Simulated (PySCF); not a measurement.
**CH₄F₃P₃Si: runs on many settings**

Which settings matter for CH₄F₃P₃Si (`FC(F)(F)p1[pH]p1[SiH3]`)?

Computed with PySCF 2.14.0, with density-fitted response routines of our own, on a single molecule in the gas phase. Atoms are numbered from 0 throughout.

## (1) Starting geometry

12 atoms, charge 0, multiplicity 1; geometry from: GFN2-xTB.

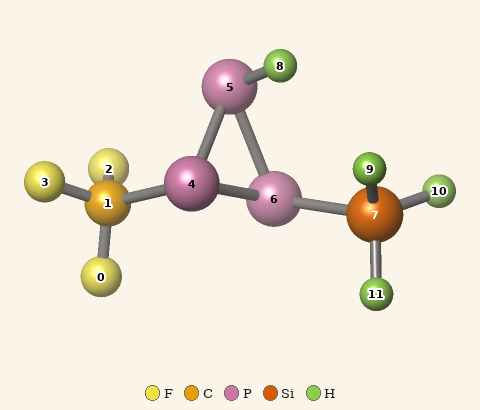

The starting geometry (fluorine yellow, carbon amber, phosphorus pink, silicon orange, hydrogen green), atoms numbered.

## (2) Shielding tensors: PBE0/pcSseg-1

The job: settings as JSON, then the geometry in Å.

```
{"job": {"kind": "nmr", "xc": "PBE0", "basis": "pcSseg-1"}, "charge": 0, "multiplicity": 1}
F     -2.244513    -2.066372    -0.005115
C     -2.329276    -0.729664     0.001883
F     -2.570852    -0.351374    -1.260778
F     -3.421396    -0.415505     0.711623
P     -0.792930     0.033908     0.778170
P     -0.572279     1.611611    -0.685776
P      0.495400    -0.299029    -0.927910
Si     2.469685    -0.048551     0.168348
H      0.372574     2.296448     0.095646
H      2.387324     0.952904     1.239044
H      3.418993     0.378810    -0.859343
H      2.788468    -1.363874     0.718181
```

Level: GIAO PBE0/pcSseg-1 NMR shielding, non-relativistic, gas phase.

Launch:

```
OMP_NUM_THREADS=1 python probes_run.py task.json out
```

The driver reads the jobs from task.json and runs them one after another.

What it wrote:

```text
coarse grid: 13320 points
cycle   1  E = -1652.5014968323  dE =  1.133e+00  |g| = 8.516e-01  |ddm| = 3.477e+00
cycle   2  E = -1652.3495092033  dE =  1.520e-01  |g| = 1.324e+00  |ddm| = 1.118e+00
cycle   3  E = -1652.6234567835  dE = -2.739e-01  |g| = 6.222e-02  |ddm| = 7.098e-01
cycle   4  E = -1652.6239655994  dE = -5.088e-04  |g| = 4.428e-02  |ddm| = 1.605e-01
cycle   5  E = -1652.6246098024  dE = -6.442e-04  |g| = 9.236e-03  |ddm| = 7.812e-02
cycle   6  E = -1652.6246299788  dE = -2.018e-05  |g| = 2.996e-03  |ddm| = 1.603e-02
cycle   7  E = -1652.6246325929  dE = -2.614e-06  |g| = 7.298e-04  |ddm| = 5.082e-03
final grid: 115216 points
cycle   8  E = -1652.6904896237  dE = -3.732e-05  |g| = 5.102e-03  |ddm| = 2.651e-02
cycle   9  E = -1652.6904861247  dE =  3.499e-06  |g| = 6.972e-03  |ddm| = 8.895e-03
cycle  10  E = -1652.6904948618  dE = -8.737e-06  |g| = 4.961e-04  |ddm| = 4.504e-03
cycle  11  E = -1652.6904949045  dE = -4.268e-08  |g| = 2.482e-04  |ddm| = 9.636e-04
cycle  12  E = -1652.6904949197  dE = -1.518e-08  |g| = 5.948e-05  |ddm| = 3.765e-04
cycle  13  E = -1652.6904949207  dE = -1.030e-09  |g| = 1.683e-05  |ddm| = 1.084e-04
cycle  14  E = -1652.6904949208  dE = -8.231e-11  |g| = 5.845e-06  |ddm| = 3.139e-05
converged SCF energy = -1652.6904949208

GIAO shielding tensors (ppm)
atom      isotropic    diamagn.    paramagn.     s11        s22        s33       span
  0 F      227.752     473.951    -246.200    136.035    222.911    324.308    188.273
  1 C       47.823     251.739    -203.916     38.700     41.852     62.917     24.217
  2 F      249.137     475.614    -226.477    167.003    255.052    325.356    158.353
  3 F      233.340     470.743    -237.403    140.751    229.364    329.904    189.154
  4 P      501.915     966.112    -464.197    320.248    358.213    827.284    507.037
  5 P      593.696     965.674    -371.978    426.644    526.043    828.400    401.756
  6 P      652.281     967.252    -314.971    437.013    633.220    886.609    449.596
  7 Si     398.536     879.627    -481.091    321.987    413.593    460.029    138.042
  8 H       31.100      30.567       0.533     22.937     26.267     44.097     21.160
  9 H       28.680      29.093      -0.413     24.192     27.329     34.519     10.327
 10 H       27.380      28.580      -1.200     23.282     24.588     34.271     10.989
 11 H       27.120      28.636      -1.515     22.866     24.505     33.991     11.125
```

Wall time 32 s (1 thread of Intel Xeon Platinum 8488C, shared host); peak memory 0.86 GiB.

The references, computed at this level on geometries of the same kind, shield at (ppm): 1H TMS 31.72, 13C TMS 186.9, 29Si TMS 349.2, 19F CFCl3 170.9, 31P H3PO4 318.4. Their shielding less the atom's gives the shift. The references are single molecules in the gas phase, so shifts against H2O, NH3, PH3, H3PO4 or CFCl3 are not on the usual liquid scales and can be off by tens of ppm. Atoms listed in one row are averaged.

```tsv
atoms	σ (ppm)	δ (ppm)	δ scaled to CDCl3
C1	47.8	139.1	133.8
H9, H10, H11	27.73	3.99	–
H8	31.10	0.62	–
F0, F2, F3	236.7	-65.8	–
P4	501.9	-183.5	–
P5	593.7	-275.3	–
P6	652.3	-333.9	–
Si7	398.5	-49.4	–
```

The scaled column applies a straight-line fit of computed shieldings to shifts measured in CDCl3, and one for carbons that bear F (root-mean-square error 0.16 ppm for H, 1.9 ppm for C).

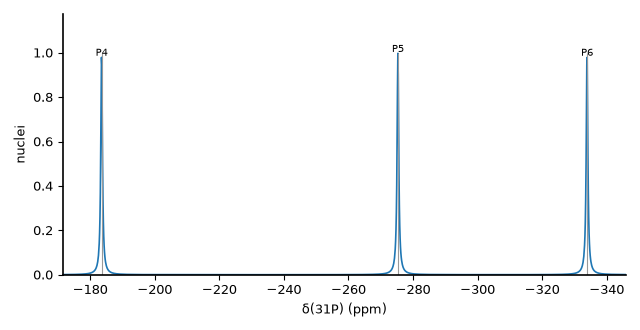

31P lines at the computed shifts, without couplings. Lines are broadened to a width of 0.60 ppm (Lorentzian).

The run also stored atomic charges by several schemes (e):

```tsv
atoms	Mulliken	IAO	Hirshfeld	ESP fit
F0, F2, F3	-0.26	-0.27	-0.09	-0.21
C1	0.62	0.63	0.20	0.67
P4	0.03	0.14	0.04	-0.15
P5	0.02	0.05	0.03	-0.07
P6	-0.21	-0.11	-0.04	-0.15
Si7	0.37	0.42	0.26	0.43
```

Mulliken charges:

```tsv
atom	value (e)
F0	-0.26
C1	0.62
F2	-0.25
F3	-0.26
P4	0.03
P5	0.02
P6	-0.21
Si7	0.37
H8	0.08
H9	-0.06
H10	-0.05
H11	-0.04
```

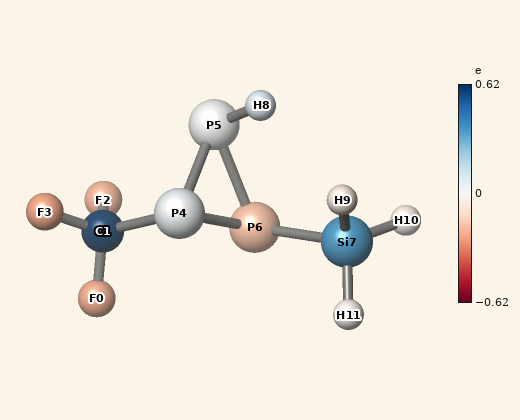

Mulliken charges, as colours on the atoms.

Mayer bond orders: F0–C1 0.99, C1–F2 0.97, C1–F3 0.99, C1–P4 0.86, P4–P5 0.98, P5–P6 0.91, P6–Si7 0.85, P6–P4 0.96.

Ring of atoms P4, P5, P6: NICS(0) -37.3, NICS(1) -12.4, NICS(1)zz -29.3 ppm (means of both faces; NICS(1) differs between them: -13.7 and -11.2).

In rings of three or four atoms NICS is ruled by the nearby σ bonds, so it says little on aromaticity.

## (3) Excited states and response: PBE0/def2-SVPD

Settings changed since step 2:

```diff
@@ -1,2 +1,2 @@
-{"job": {"kind": "nmr", "xc": "PBE0", "basis": "pcSseg-1"}, "charge": 0, "multiplicity": 1}
+{"job": {"kind": "uv", "xc": "PBE0", "basis": "def2-SVPD", "nstates": 6, "ntriplets": 2}, "charge": 0, "multiplicity": 1}
 F     -2.244513    -2.066372    -0.005115
```

Level: TDDFT PBE0/def2-SVPD, vertical, gas phase, core orbitals frozen in the response.

What it wrote:

```text
coarse grid: 13320 points
cycle   1  E = -1651.8380663386  dE =  1.079e+00  |g| = 7.885e-01  |ddm| = 4.339e+00
cycle   2  E = -1651.6987751092  dE =  1.393e-01  |g| = 1.224e+00  |ddm| = 1.527e+00
cycle   3  E = -1651.9499943447  dE = -2.512e-01  |g| = 6.262e-02  |ddm| = 9.689e-01
cycle   4  E = -1651.9505524178  dE = -5.581e-04  |g| = 4.627e-02  |ddm| = 2.076e-01
cycle   5  E = -1651.9513305082  dE = -7.781e-04  |g| = 8.844e-03  |ddm| = 9.591e-02
cycle   6  E = -1651.9513509318  dE = -2.042e-05  |g| = 2.734e-03  |ddm| = 1.788e-02
cycle   7  E = -1651.9513533632  dE = -2.431e-06  |g| = 7.915e-04  |ddm| = 6.207e-03
final grid: 115216 points
cycle   8  E = -1652.1400613340  dE = -2.865e-05  |g| = 5.357e-03  |ddm| = 7.382e-02
cycle   9  E = -1652.1400571797  dE =  4.154e-06  |g| = 7.323e-03  |ddm| = 1.242e-02
cycle  10  E = -1652.1400672649  dE = -1.009e-05  |g| = 4.835e-04  |ddm| = 6.319e-03
cycle  11  E = -1652.1400673185  dE = -5.362e-08  |g| = 2.175e-04  |ddm| = 1.357e-03
cycle  12  E = -1652.1400673332  dE = -1.470e-08  |g| = 5.415e-05  |ddm| = 4.840e-04
cycle  13  E = -1652.1400673341  dE = -9.072e-10  |g| = 1.947e-05  |ddm| = 1.327e-04
converged SCF energy = -1652.1400673341

Static polarisability (au): isotropic 117.312, principal 98.107 112.051 141.780

Singlet excitations
state   eV       nm        f      main configurations
  1   5.1149    242.4   0.00921   H->L 0.95
  2   5.5814    222.1   0.00734   H->L+2 0.46, H->L+1 0.39
  3   5.6057    221.2   0.01574   H->L+1 0.53, H->L+2 0.39
  4   5.8036    213.6   0.00073   H-1->L 0.66, H-2->L 0.23
  5   5.9719    207.6   0.01394   H->L+3 0.70, H-1->L+1 0.16
  6   6.0673    204.3   0.00228   H-1->L+1 0.34, H-2->L+1 0.31, H->L+3 0.16

Triplet excitations (Tamm-Dancoff, eV): 4.3729 4.7474
```

Run time: 39 s. Hardware: 1 thread of Intel Xeon Platinum 8488C, shared host; peak memory 0.87 GiB.

Frontier orbitals and where they lie:

```tsv
orbital	eV	atoms
HOMO−3	-9.00	P4 25 %, P6 23 %, P5 18 %
HOMO−2	-8.32	P5 38 %, P6 29 %, P4 11 %
HOMO−1	-8.19	P4 44 %, P5 28 %, P6 14 %
HOMO	-7.59	P6 47 %, P5 17 %, P4 15 %
LUMO	-1.18	P5 35 %, P6 33 %, P4 15 %
LUMO+1	-0.79	P5 33 %, P4 26 %, Si7 12 %
LUMO+2	-0.72	P4 34 %, P6 27 %, P5 11 %
```

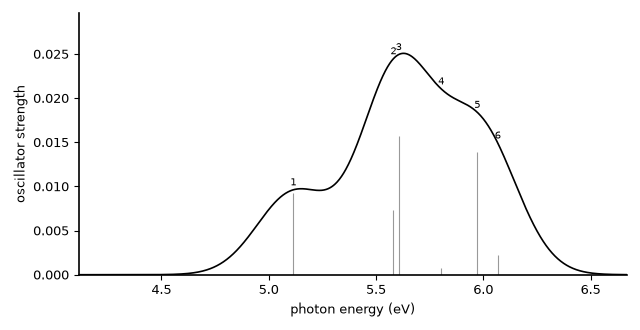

Absorption spectrum from the 6 singlet states computed; above the last one it falls off for lack of states. Lines are broadened to a width of 0.40 eV (Gaussian).

Further results of this job:

```tsv
property	computed
dipole moment (D)	3.10
polarisability (Å³)	17.38
HOMO–LUMO gap (eV)	6.41
−ε(HOMO) (eV)	7.59
```

## (4) Excited states and response: HF/def2-SVPD

Settings changed since step 3:

```diff
@@ -1,2 +1,2 @@
-{"job": {"kind": "uv", "xc": "PBE0", "basis": "def2-SVPD", "nstates": 6, "ntriplets": 2}, "charge": 0, "multiplicity": 1}
+{"job": {"kind": "uv", "xc": "HF", "basis": "def2-SVPD", "nstates": 12, "ntriplets": 5, "tda": false, "grid": 3}, "charge": 0, "multiplicity": 1}
 F     -2.244513    -2.066372    -0.005115
```

Method: TDDFT HF/def2-SVPD, vertical, gas phase, core orbitals frozen in the response.

What it wrote:

```text
final grid: 172856 points
cycle   1  E = -1648.7945165767  dE =  1.318e+00  |g| = 9.252e-01  |ddm| = 4.144e+00
cycle   2  E = -1648.9443964822  dE = -1.499e-01  |g| = 5.706e-01  |ddm| = 1.605e+00
cycle   3  E = -1649.0035120831  dE = -5.912e-02  |g| = 7.846e-02  |ddm| = 6.406e-01
cycle   4  E = -1649.0064138328  dE = -2.902e-03  |g| = 2.484e-02  |ddm| = 2.579e-01
cycle   5  E = -1649.0067602773  dE = -3.464e-04  |g| = 5.400e-03  |ddm| = 8.306e-02
cycle   6  E = -1649.0067888103  dE = -2.853e-05  |g| = 2.088e-03  |ddm| = 2.796e-02
cycle   7  E = -1649.0067923189  dE = -3.509e-06  |g| = 7.387e-04  |ddm| = 8.701e-03
cycle   8  E = -1649.0067929979  dE = -6.790e-07  |g| = 2.406e-04  |ddm| = 4.879e-03
cycle   9  E = -1649.0067930679  dE = -7.001e-08  |g| = 8.747e-05  |ddm| = 1.461e-03
cycle  10  E = -1649.0067930741  dE = -6.220e-09  |g| = 3.163e-05  |ddm| = 3.589e-04
cycle  11  E = -1649.0067930751  dE = -9.250e-10  |g| = 9.035e-06  |ddm| = 1.371e-04
converged SCF energy = -1649.0067930751

Static polarisability (au): isotropic 110.266, principal 93.308 107.288 130.201

Singlet excitations
state   eV       nm        f      main configurations
  1   5.7893    214.2   0.01650   H->L+1 0.61, H->L 0.11, H->L+3 0.10
  2   6.1949    200.1   0.00137   H->L+1 0.20, H->L+3 0.18, H->L 0.11
  3   6.5823    188.4   0.00138   H->L+2 0.39, H-1->L+2 0.37
  4   6.7283    184.3   0.00484   H-1->L+3 0.21, H-1->L+2 0.20, H-1->L 0.20
  5   6.8569    180.8   0.09654   H-2->L+3 0.15, H-1->L+1 0.15, H->L+2 0.09
  6   7.1503    173.4   0.19028   H-2->L+1 0.39, H->L 0.13, H->L+4 0.11
  7   7.2055    172.1   0.02251   H->L+3 0.27, H->L+4 0.23, H-2->L+1 0.09
  8   7.2250    171.6   0.02045   H->L+2 0.17, H-2->L 0.14, H-2->L+3 0.12
  9   7.3200    169.4   0.36972   H-1->L+1 0.52, H->L+2 0.09
 10   7.4930    165.5   0.03087   H-2->L+2 0.40, H-3->L+1 0.14
 11   7.7133    160.7   0.08711   H-1->L+3 0.17, H-3->L+1 0.12, H-2->L+1 0.11
 12   7.8165    158.6   0.02315   H->L+5 0.51, H-2->L+2 0.08

Triplet excitations (Tamm-Dancoff, eV): 4.6028 4.8625 4.9766 5.2455 5.5629
```

Run time: 22 s. Hardware: 1 thread of Intel Xeon Platinum 8488C, shared host; peak memory 0.81 GiB.

This run: HOMO -9.92 eV, LUMO 2.02 eV; lowest singlet 5.79 eV.

## (5) Spin-spin couplings: PBE0/6-31++G**

The job: settings as JSON, then the geometry in Å.

```
{"job": {"kind": "j", "xc": "PBE0", "basis": "6-31++G**", "scf": {"max_cycle": 71}}, "charge": 0, "multiplicity": 1}
F     -2.311848    -2.128363    -0.005268
C     -2.399154    -0.751554     0.001939
F     -2.647978    -0.361915    -1.298601
F     -3.524038    -0.427970     0.732972
P     -0.816718     0.034925     0.801515
P     -0.589447     1.659959    -0.706349
P      0.510262    -0.308000    -0.955747
Si     2.543776    -0.050008     0.173398
H      0.383751     2.365341     0.098515
H      2.458944     0.981491     1.276215
H      3.521563     0.390174    -0.885123
H      2.872122    -1.404790     0.739726
```

Level: PBE0/6-31++G** indirect spin-spin coupling, non-relativistic, gas phase.

What it wrote:

```text
final grid: 115216 points
cycle   1  E = -1652.5799343571  dE =  7.312e-01  |g| = 8.174e-01  |ddm| = 4.400e+00
cycle   2  E = -1652.3767661221  dE =  2.032e-01  |g| = 1.391e+00  |ddm| = 1.853e+00
cycle   3  E = -1652.7091055924  dE = -3.323e-01  |g| = 5.836e-02  |ddm| = 1.070e+00
cycle   4  E = -1652.7096287333  dE = -5.231e-04  |g| = 4.419e-02  |ddm| = 3.143e-01
cycle   5  E = -1652.7103340238  dE = -7.053e-04  |g| = 1.121e-02  |ddm| = 1.201e-01
cycle   6  E = -1652.7103732747  dE = -3.925e-05  |g| = 2.524e-03  |ddm| = 3.583e-02
cycle   7  E = -1652.7103751421  dE = -1.867e-06  |g| = 8.763e-04  |ddm| = 9.265e-03
cycle   8  E = -1652.7103753121  dE = -1.700e-07  |g| = 2.134e-04  |ddm| = 1.460e-03
cycle   9  E = -1652.7103753210  dE = -8.878e-09  |g| = 9.937e-05  |ddm| = 4.859e-04
cycle  10  E = -1652.7103753235  dE = -2.529e-09  |g| = 1.092e-05  |ddm| = 2.101e-04
cycle  11  E = -1652.7103753235  dE = -1.683e-11  |g| = 9.994e-06  |ddm| = 4.639e-05
converged SCF energy = -1652.7103753235

Indirect spin-spin couplings (Hz)
  i      j    bonds     total        FC       PSO       DSO        SD
  0 F    1 C    1   -308.632  -283.970   -31.948     1.469     5.817
  0 F    2 F    2     88.426    65.784   -28.834     0.255    51.221
  0 F    3 F    2    103.680    72.997   -22.596     0.096    53.183
  0 F    4 P    2     35.569    38.536   -11.430     0.207     8.256
  0 F    5 P    3     -6.435    -0.648    -3.248    -0.351    -2.189
  0 F    6 P    3     -1.307     1.709    -3.415     0.174     0.225
  0 F    7 Si   4      0.295     0.194    -0.023     0.071     0.052
  0 F    8 H    4      3.321     4.052     0.464    -1.303     0.109
  0 F    9 H    5     -0.372     0.050     0.130    -0.542    -0.010
  0 F   10 H    5     -0.704    -0.212     0.158    -0.633    -0.016
  0 F   11 H    5     -0.154    -0.062    -0.125     0.058    -0.026
  1 C    2 F    1   -320.857  -295.156   -32.690     1.518     5.470
  1 C    3 F    1   -307.620  -283.551   -31.464     1.451     5.944
  1 C    4 P    1    -69.304   -70.094    -4.727     0.451     5.067
  1 C    5 P    2      6.637     6.997    -0.320     0.116    -0.156
  1 C    6 P    2      8.532     9.139    -0.586     0.135    -0.157
  1 C    7 Si   3     -7.386    -7.349    -0.016     0.021    -0.044
  1 C    8 H    3      8.447     8.657     0.032    -0.242         -
  1 C    9 H    4     -0.693    -0.599     0.015    -0.109         -
  1 C   10 H    4      3.875     4.014     0.037    -0.176         -
  1 C   11 H    4     -0.510    -0.453    -0.009    -0.049         -
  2 F    3 F    2     92.655    70.233   -29.345     0.216    51.550
  2 F    4 P    2    -60.221   -52.002   -25.020     0.143    16.658
  2 F    5 P    3     81.206    79.136     1.243     0.432     0.395
  2 F    6 P    3     18.860    19.113    -1.124     0.329     0.542
  2 F    7 Si   4     -0.687    -0.544    -0.415     0.138     0.133
  2 F    8 H    4      7.949     9.172     0.273    -1.350    -0.147
  2 F    9 H    5      1.924     2.459     0.144    -0.715     0.036
  2 F   10 H    5     -0.151     0.319     0.160    -0.603    -0.026
  2 F   11 H    5     -0.574    -0.153     0.237    -0.602    -0.056
  3 F    4 P    2     81.100    80.141    -6.588     0.201     7.345
  3 F    5 P    3     -1.764     0.333    -1.789    -0.095    -0.213
  3 F    6 P    3     -2.453     1.553    -3.436    -0.386    -0.184
  3 F    7 Si   4     -1.138    -0.961    -0.103     0.148    -0.222
  3 F    8 H    4     -0.630     0.122     0.244    -0.889    -0.107
  3 F    9 H    5     -0.324    -0.026     0.204    -0.522     0.019
  3 F   10 H    5      3.633     4.073     0.325    -0.814     0.049
  3 F   11 H    5     -0.432    -0.118     0.257    -0.575     0.004
  4 P    5 P    1   -108.551   -99.257   -26.711     0.270    17.148
  4 P    6 P    1   -118.419  -102.051   -31.340     0.301    14.671
  4 P    7 Si   2    -14.240   -14.466     0.154    -0.035     0.106
  4 P    8 H    2     15.432    15.072     0.516     0.235    -0.390
  4 P    9 H    3      7.544     6.777     0.509     0.336    -0.078
  4 P   10 H    3     23.615    23.937     0.170    -0.391    -0.101
  4 P   11 H    3     -1.578    -1.481    -0.081     0.048    -0.064
  5 P    6 P    1   -164.029  -167.595    -6.737     0.249    10.054
  5 P    7 Si   2     -2.071    -4.111     1.726     0.004     0.309
  5 P    8 H    1     95.201    93.672     0.904     0.746    -0.121
  5 P    9 H    3      4.606     4.917    -0.111     0.141    -0.341
  5 P   10 H    3     -0.371    -0.005    -0.116    -0.114    -0.136
  5 P   11 H    3     -8.792    -7.934    -0.208    -0.432    -0.218
  6 P    7 Si   1     65.427    68.438     6.316    -0.102    -9.225
  6 P    8 H    2      8.905     8.928     0.804     0.022    -0.849
  6 P    9 H    2      1.103     1.380    -0.119    -0.153    -0.005
  6 P   10 H    2     26.128    26.353    -0.357    -0.022     0.155
  6 P   11 H    2     17.840    17.977    -0.222    -0.031     0.117
  7 Si   8 H    3    -11.038   -11.015     0.090    -0.191     0.078
  7 Si   9 H    1   -186.884  -186.963     0.643    -0.210    -0.355
  7 Si  10 H    1   -189.258  -189.335     0.635    -0.181    -0.377
  7 Si  11 H    1   -192.651  -192.731     0.661    -0.186    -0.395
  8 H    9 H    4      0.876    -0.610    -0.669     2.155         -
  8 H   11 H    4      0.174     0.809     0.186    -0.822         -
  9 H   10 H    2      3.811     5.077     0.502    -1.768         -
  9 H   11 H    2      4.422     5.685     0.498    -1.761         -
 10 H   11 H    2      3.061     4.513     0.569    -2.021         -
```

Wall time 81 s (1 thread of Intel Xeon Platinum 8488C, shared host); peak memory 0.9 GiB.

All coordinates were scaled by 1.03, so these values belong to a distorted geometry and are kept out of the summary. Its HOMO lies at -7.73 eV, against -7.68 eV in step 2 (PBE0/pcSseg-1), a different level, so the two don't compare directly.

(Part 1 of 2 ends here.)
